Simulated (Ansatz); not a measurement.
# Pt (111): surface energy and levels, part 2 of 2

The task, for Pt: cut the (111) surface, relax it and get its surface energy and levels.

Ansatz 0.2.0; DFT PBEsol, scalar-relativistic, plane waves, PAW. The steps go on from the part before.

### Step 5. All atoms of the slab relaxed

input.yaml

```yaml
crystal:
  lattice:
    - [2.7705009806, 0.0, 0.0]
    - [-1.3852504903, 2.3993242304, 0.0]
    - [0.0, 0.0, 26.3105228905]
  atoms:
    - { symbol: Pt, position: [0.6666666667, 0.3333333333, 0.2850570485] }
    - { symbol: Pt, position: [0.3333333333, 0.6666666667, 0.3710342291] }
    - { symbol: Pt, position: [0.0, 0.0, 0.4570114097] }
    - { symbol: Pt, position: [0.6666666667, 0.3333333333, 0.5429885903] }
    - { symbol: Pt, position: [0.3333333333, 0.6666666667, 0.6289657709] }
    - { symbol: Pt, position: [0.0, 0.0, 0.7149429515] }
basis:
  ecutwfc: 420
kpoints:
  mp_grid: { grid: [15, 15, 1] }
hamiltonian:
  xc: pbesol
scf:
  occupations: { method: gaussian, width: 0.1 }
output:
  forces: true
  eigenvalues: true
  write_density: true
  write_potential: true
  elf: true
  volumetric_format: npy
relax:
  adjacent_minimum: "off"
  f_tol: 0.02
  max_steps: 60
efield:
  axis: 3
  dipole_correction: true
```

Launch:

```
$ ansatz run input.yaml --threads 1 --pin off --max-ram 2560MiB --backend cpu --events-out ev --progress --plain --runs-dir out
```

Log:

```text
Warning: RAYON_NUM_THREADS=1 ignored (pool sized by the plan → 1); use --threads N
Engine: ansatz 0.2.0, x86_64-unknown-linux-gnu
Pseudopotentials: kind: paw
Pseudopotential: Pt, paw, valence charge 18, recommended cutoff 420 eV (normal), Pt.paw.azcp
Functional definition: PBEsol
  exchange = pbesol_x
  correlation = pbesol_c
Crystal: 6 atoms, lattice volume = 174.895 Å³
Basis set: ecut = 420 eV, 3459 PW (Γ), exchange–correlation on 40×40×360 points (8 copies of the dense FFT grid, shifted against one another)
Bands: 65, of which v1, the nominal top of the filled ones, is band 54 counted from 1 (53 counted from 0)
Symmetry: 6 space group operations
k-points: 27 of 225 (time reversal used)
Non-local potential: Pt, projectors of the file, l = 0: 3, l = 1: 2, l = 2: 2, l = 3: 1
PAW form: soft (Blöchl's): semilocal exchange-correlation on the pseudo side does not see the compensation charge
PAW frozen core: Pt, regenerated for the run's functional, and the local potential with it (the file was generated under x = pbe(κ = 0.804, μ = 0.2195149727645171), c = pbe(β = 0.06672455060314922))
PAW one-centre angular grid: Pt, 590 points (default); XC on 64 Gauss nodes
Initial density: superposition of atomic densities (neutral atoms: chi_scale 0, normalization atom), corrected by the library's trained network
Initial wavefunctions: pseudopotential atomic-orbital guess
Functional: x = pbesol(κ = 0.804, μ = 0.12345679012345678), c = pbesol(β = 0.046)
SCF iter   1: F=—  HF=-74301.489124 eV  |F-HF|=—  |Δ(HF+E_count)|=         —  Δρ=1.39e-2  dr2=4.30e0  ethr=1.77e-3  p=0.000 e·Å  D=1.15e-13 V/Å  ΔV_dip=-0.00 eV  dr2_dipole=2.01e-6  V_vac-E_F(+/−)=5.24/5.24 eV  ⟨swp⟩=8.5  Hψ=7739  notcnv=0  defer=15
efield: sawtooth ramp at fractional position 0.9500 (placed from the atoms, in the widest stretch of the axis that holds none; the zero of the levels goes with the place), width 0.1000; the density the first Hamiltonian is built on has a dipole p = 0.000 e·Å; the dipole correction subtracts the counter field D = 1.15e-13 V/Å, which shifts the + side's vacuum level by -0.00 eV against the − side's; the planar-averaged density in the ramp window peaks in size at 8.0e-5 e/Å³
preconditioner: auto → LDOS  [metal: Δε(μ)=0.016 eV  Ē_g=7.777 eV  σ=0.100 eV  W_gap=0.09  n_scr=20 (ndim 8)  ℏωp=21.7 eV  f_vac=0.445  D(μ)=10.55/eV (n_scr^D=128)  β→1.0]
SCF iter   2: F=—  HF=-74301.439725 eV  |F-HF|=—  |Δ(HF+E_count)|=   4.94e-2  Δρ=6.31e-3  dr2=2.01e-1  ethr=1.77e-3  p=0.000 e·Å  D=2.72e-4 V/Å  ΔV_dip=-0.01 eV  dr2_dipole=3.31e-5  V_vac-E_F(+/−)=6.05/6.06 eV  ⟨swp⟩=2.2  Hψ=2147  notcnv=0  defer=90
SCF iter   3: F=—  HF=-74301.428335 eV  |F-HF|=—  |Δ(HF+E_count)|=   1.14e-2  Δρ=2.90e-3  dr2=6.06e-2  ethr=1.86e-4  p=-0.000 e·Å  D=-3.78e-4 V/Å  ΔV_dip=0.01 eV  dr2_dipole=1.90e-5  V_vac-E_F(+/−)=5.78/5.77 eV  ⟨swp⟩=2.0  Hψ=2392  notcnv=0  defer=104
SCF iter   4: F=—  HF=-74301.424225 eV  |F-HF|=—  |Δ(HF+E_count)|=   4.11e-3  Δρ=6.47e-4  dr2=3.67e-3  ethr=5.61e-5  p=0.000 e·Å  D=2.33e-4 V/Å  ΔV_dip=-0.01 eV  dr2_dipole=5.92e-6  V_vac-E_F(+/−)=5.90/5.90 eV  ⟨swp⟩=2.0  Hψ=2367  notcnv=0  defer=104
SCF iter   5: F=—  HF=-74301.423671 eV  |F-HF|=—  |Δ(HF+E_count)|=   5.54e-4  Δρ=2.50e-4  dr2=2.77e-4  ethr=3.40e-6  p=0.000 e·Å  D=2.36e-5 V/Å  ΔV_dip=-0.00 eV  dr2_dipole=3.73e-9  V_vac-E_F(+/−)=5.87/5.87 eV  ⟨swp⟩=2.7  Hψ=2729  notcnv=0  defer=78
SCF iter   6: F=—  HF=-74301.423688 eV  |F-HF|=—  |Δ(HF+E_count)|=   1.68e-5  Δρ=1.13e-4  dr2=6.82e-5  ethr=2.57e-7  p=0.000 e·Å  D=7.97e-6 V/Å  ΔV_dip=-0.00 eV  dr2_dipole=6.74e-9  V_vac-E_F(+/−)=5.85/5.85 eV  ⟨swp⟩=2.2  Hψ=2557  notcnv=0  defer=78
SCF iter   7: F=—  HF=-74301.423685 eV  |F-HF|=—  |Δ(HF+E_count)|=   3.43e-6  Δρ=5.87e-5  dr2=1.64e-5  ethr=6.31e-8  p=0.000 e·Å  D=5.69e-6 V/Å  ΔV_dip=-0.00 eV  dr2_dipole=1.82e-10  V_vac-E_F(+/−)=5.85/5.85 eV  ⟨swp⟩=2.0  Hψ=2262  notcnv=0  defer=74
iter 8 did not close the SCF: its close was put off until two iterations running show no level that it waits for move by more than its bar (scf_convergence_deferred on its scf_iter line)
SCF iter   8: F=-74301.423683 eV  HF=-74301.423685 eV  |F-HF|=1.81e-6  |Δ(HF+E_count)|=   5.30e-7  Δρ=2.11e-5  dr2=2.51e-6  ethr=9.26e-9  p=0.000 e·Å  D=1.09e-7 V/Å  ΔV_dip=-0.00 eV  dr2_dipole=1.77e-10  V_vac-E_F(+/−)=5.85/5.85 eV  ⟨swp⟩=21.2  Hψ=16773  notcnv=0
iter 9 did not close the SCF: its close was put off until two iterations running show no level that it waits for move by more than its bar (scf_convergence_deferred on its scf_iter line)
SCF iter   9: F=-74301.423685 eV  HF=-74301.423685 eV  |F-HF|=8.52e-8  |Δ(HF+E_count)|=   2.82e-7  Δρ=7.18e-6  dr2=2.39e-7  ethr=2.32e-9  p=-0.000 e·Å  D=-7.68e-7 V/Å  ΔV_dip=0.00 eV  dr2_dipole=5.77e-12  V_vac-E_F(+/−)=5.85/5.85 eV  ⟨swp⟩=12.7  Hψ=14489  notcnv=0
SCF iter  10: F=-74301.423685 eV  HF=-74301.423685 eV  |F-HF|=7.35e-9  |Δ(HF+E_count)|=   7.71e-8  Δρ=2.87e-6  dr2=3.23e-8  ethr=2.22e-10  p=-0.000 e·Å  D=-7.52e-7 V/Å  ΔV_dip=0.00 eV  dr2_dipole=1.41e-11  V_vac-E_F(+/−)=5.85/5.85 eV  ⟨swp⟩=11.5  Hψ=13685  notcnv=0
SCF 1 converged in 10 iterations: F = -74301.423685 eV  dr2 = 3.23e-8
relax step   1: F+E_penalty+E_count = -74301.42368541 eV  Δ(F+E_penalty+E_count) = +0.000e0 eV  max|allowed force component| = 2.151e-1 eV/Å  Δτ_max = 0.0000 Å  (10 SCF iters, dr2 threshold 1.00e-5 eV, accepted)
[... 14 lines left out ...]
relax step   2: F+E_penalty+E_count = -74301.42274198 eV  Δ(F+E_penalty+E_count) = +9.434e-4 eV  max|allowed force component| = 2.370e-1 eV/Å  Δτ_max = 0.0352 Å  (7 SCF iters, dr2 threshold 2.89e-6 eV, rejected (line search))
[... 12 lines left out ...]
relax step   3: F+E_penalty+E_count = -74301.42825990 eV  Δ(F+E_penalty+E_count) = -4.574e-3 eV  max|allowed force component| = 1.307e-2 eV/Å  Δτ_max = 0.0170 Å  (9 SCF iters, accepted)
WARN: The output density's exchange-correlation potential varies sharply where the density is thin. Do not read a vacuum level from v_tot or v_xc, or from such a field of the output density. On a cell that repeats whose density bears no net charge and no dipole along the vacuum's axis use v_es (v_loc + v_h of the components); under efield.dipole_correction with no amplitude use v_es + v_field, which holds any external_charges[].barrier, or the levels of the report's work_function block, which leave it out; under a non-zero efield.amplitude the vacuum is tilted and has no level; on a cell that repeats and bears such a dipole with no correction it is tilted too, and efield.dipole_correction with no amplitude gives each side of its ramp a level where efield: is served; in a cell that repeats whose density bears a net charge (total_charge, or a fill off its count) it is curved and has none; of a slab under crystal.periodic whose density bears no net charge use v_es, which has a level on each side, short of where the two are joined; of another it falls or rises all the way out and has none; of a slab beside external_charges read slab_vacuum_level instead, which it has where they leave it neutral. The grid or the basis barely resolves most such structure, and the values can differ between equally converged runs; as a rule a tighter scf.convergence.dr2_threshold does not remove it. Where the density itself ripples (under the LDA too) a higher basis.ecutwfc lessens it. The files hold the spikes' plane waves up to the density's cutoff. Files: v_tot_of_output_density and the like, and their columns of v_z.tsv (output.write_potential); v_xc_of_output_density and the like, and their columns of v_comp_z.tsv (output.write_potential_components). Measured: with its Gaussian average of σ = 0.25 Å subtracted twice, the exchange-correlation potential is over 0.1 eV at 10 of the grid points where the equally averaged density (valence and model cores) is under 1e-3 e/Å³, and 0.130 eV at the most among them, at an averaged density of 1.0e-8 e/Å³. The input density's (outcome.potential() and, of a run that writes arrays, v_tot and v_xc) is over 0.1 eV, so measured, at 1 points of its own thin density, 0.102 eV at the most. See output.write_potential in the manual, Limitations
SCF converged after 9 iterations
Free energy (F): -74301.428260 eV
Harris-Foulkes:  -74301.428260 eV  (|F-HF|=1.96e-9)
Internal energy: -74301.377202 eV  (E = F + TS)
E sigma→0 (E₀):  -74301.402731 eV
Entropy (-TS):   -0.051058 eV (-8.510 meV/atom)
Fermi energy:    9.156098 eV
Dipole field:    D = -0.000001 V/Å  (p = -0.000001 e·Å, saw-weighted, corrected)
Work function:   Φ+ = 5.8532 eV   Φ− = 5.8532 eV
Levels:          The Fermi level and band energies are counted from a zero that moves with the ramp; work functions are not
--- Per-component energies (eV) ---
  E_band       = -2288.981619
  E_kinetic    = 3823.239732
  E_local      = -175643.537942  (includes V_loc(G=0)·N_el)
  E_nonlocal   = 1218.732634
  E_hartree    = 85934.736359
  E_xc         = -1559.135556
  E_vxc        = -1810.533429  (∫ρ·V_xc dr)
  E_paw        = -55898.115166  (= ΣΔE_a)
  E_vpaw       = -1746.353201  (= ΣTr[D̂ρ^β])
  E_aug_tail   = 0.001143  (compensation charges beyond the density's cutoff)
  E_efield     = 0.000000  (sawtooth field / dipole correction)
  E_vefield    = 0.000000  (∫n·V_field dr)
  E_ewald      = 67820.979707
  E_core_change = 1.721887  (= ΣΔE_core)
  E_smearing   = -0.051058  (= −TS)
  E_closure    = 0.000000  (closes the sum)
  Σ components = -74301.428260   (vs F -74301.428260, Δ=0.00e0)
--- Forces (eV/Å), atoms counted from 1 ---
  atom   1  Pt    -0.00000000    -0.00000000    -0.00711323
  atom   2  Pt     0.00000000    -0.00000000     0.01306824
  atom   3  Pt     0.00000000     0.00000000     0.00202314
  atom   4  Pt     0.00000000     0.00000000    -0.00202487
  atom   5  Pt    -0.00000000     0.00000000    -0.01306294
  atom   6  Pt     0.00000000     0.00000000     0.00710689
  max |Σ_I F_I| component: 2.78e-6 eV/Å
--- Band table (eV; the first three rows and the last of 27) ---
  k-point 0: bands = ["-89.4562", "-89.4383", "-89.3578", "-89.3576", "-88.8807", "-88.8807", "-43.8365", "-43.6762", "-43.5176", "-43.4662", "-43.4662", "-43.4306", "-43.4306", "-43.4273", "-43.3584", "-43.3584", "-43.3567", "-43.3567", "-42.9804", "-42.9804", "-42.9804", "-42.9804", "-42.8212", "-42.8210", "-0.9440", "-0.1394", "0.8162", "1.5376", "1.9587", "2.0029", "5.1131", "5.1232", "5.3032", "5.3032", "5.3901", "5.3901", "5.4467", "5.5540", "5.5540", "5.6525", "5.6525", "5.9078", "6.0569", "6.0569", "6.0911", "6.0911", "7.0529", "7.4527", "7.4527", "7.5556", "7.5556", "7.8897", "7.8897", "8.3998", "8.3998", "8.9310", "8.9310", "9.0922", "9.1803", "9.1803", "9.5424", "14.7627", "14.9038", "16.1173", "16.3684"]
[... 3 lines left out ...]
--- Relaxed structure (3 steps of the walk, 2 accepted, 0 SCFs on fresh bases) ---
  F+E_penalty+E_count = -74301.42825990 eV   max|allowed force component| = 1.307e-2 eV/Å
  atoms:
    - { symbol: Pt, position: [0.6666666666666666, 0.3333333333333333, 0.2849392245935738] }
    - { symbol: Pt, position: [0.3333333333333333, 0.6666666666666666, 0.37168104267172] }
    - { symbol: Pt, position: [2.0212014814424625e-19, -6.243197535868476e-35, 0.4572989637350135] }
    - { symbol: Pt, position: [0.6666666666666666, 0.3333333333333333, 0.5427010370536127] }
    - { symbol: Pt, position: [0.3333333333333333, 0.6666666666666666, 0.6283189498536307] }
    - { symbol: Pt, position: [8.282247474175833e-20, 4.191861202654549e-34, 0.7150607820924495] }
```

Run time: 50 s. Hardware: 1 thread of AMD EPYC 9R45 (Zen 5), shared host; peak memory 0.59 GiB.

The steps of the relaxation:

```csv
step,energy from step 1 (eV/cell),largest force component (eV/Å)
1,0.0000,0.2151
2,0.0009,0.2370
3,-0.0046,0.0131
```

Step 1 is the start. Step 2 was tried and not accepted.

Read from this run: work function 5.85 eV.

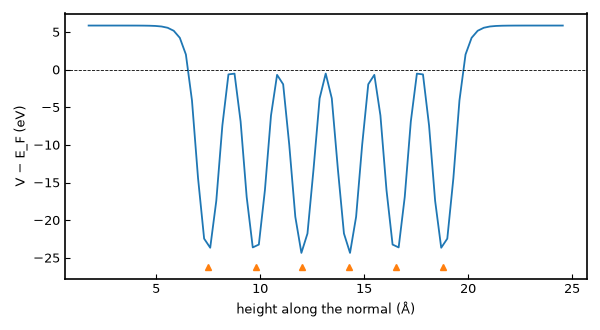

Plane-averaged electrostatic potential energy of an electron across the slab, counted from the Fermi level; triangles mark the atomic planes. The flat parts are the vacuum levels.

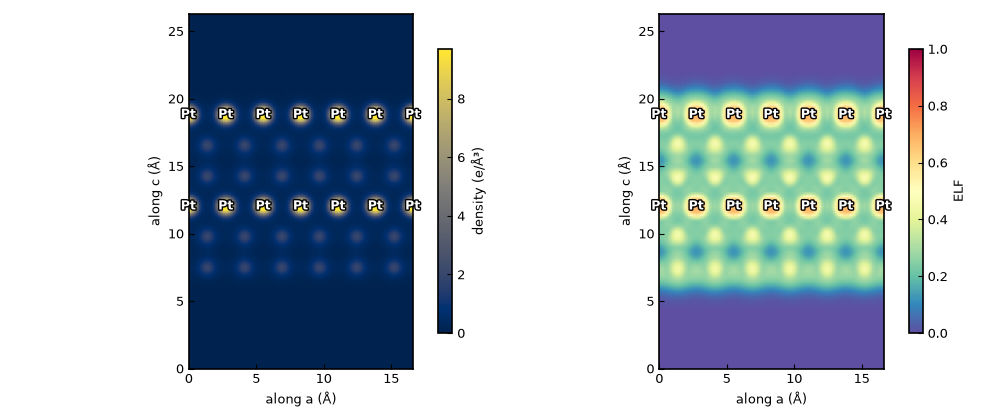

Density (left) and ELF (right) in a lattice plane of the grid's cell (edges 2.77 and 26.31 Å, at 0.000 of the third edge), which holds Pt. Only atoms in the plane are labelled; the density scale stops at 9.70 e/Å³. Both are smooth fields of the valence electrons: close to the nuclei they are not physical.

### Step 6. Surface energy and levels of (111)

γ = (E_slab − N E_bulk) / (2A); here N = 6 and A = 6.65 Å².

|  | as cut | relaxed |
| --- | --- | --- |
| surface energy, mean of both faces | 1.83 J/m² | 1.82 J/m² |
| work function | 5.85 eV | 5.85 eV |
| dipole along +c (e·Å/cell) | 0.000 | 0.000 |

Spacings of the planes, from the bottom up:

| plane | atoms | spacing to the next, as cut (Å) | relaxed (Å) | change (%) | rumpling (Å) |
| --- | --- | --- | --- | --- | --- |
| 1 | Pt | 2.262 | 2.282 | +0.9 | 0.000 |
| 2 | Pt | 2.262 | 2.253 | -0.4 | 0.000 |
| 3 | Pt | 2.262 | 2.247 | -0.7 | 0.000 |
| 4 | Pt | 2.262 | 2.253 | -0.4 | 0.000 |
| 5 | Pt | 2.262 | 2.282 | +0.9 | 0.000 |
| 6 | Pt |  |  |  | 0.000 |

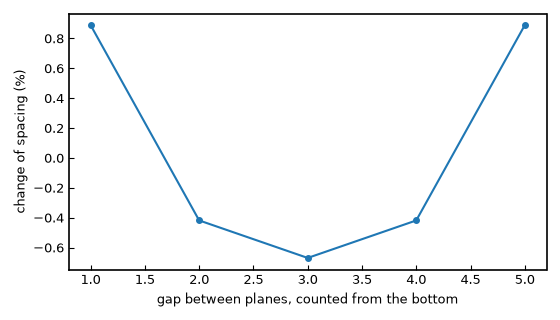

Change of each interlayer spacing on relaxation.

### Step 7. Outcome

What follows sums up all 2 parts.

| quantity | value |
| --- | --- |
| surface energy, (111), cut with Pt on top | 1.82 J/m² |
| work function, (111), cut with Pt on top | 5.85 eV |

**Reading.** On (111) the top spacing expands by 0.9 %, and relaxation gains 0.006 J/m² a face. Spin-orbit coupling is left out for Pt.
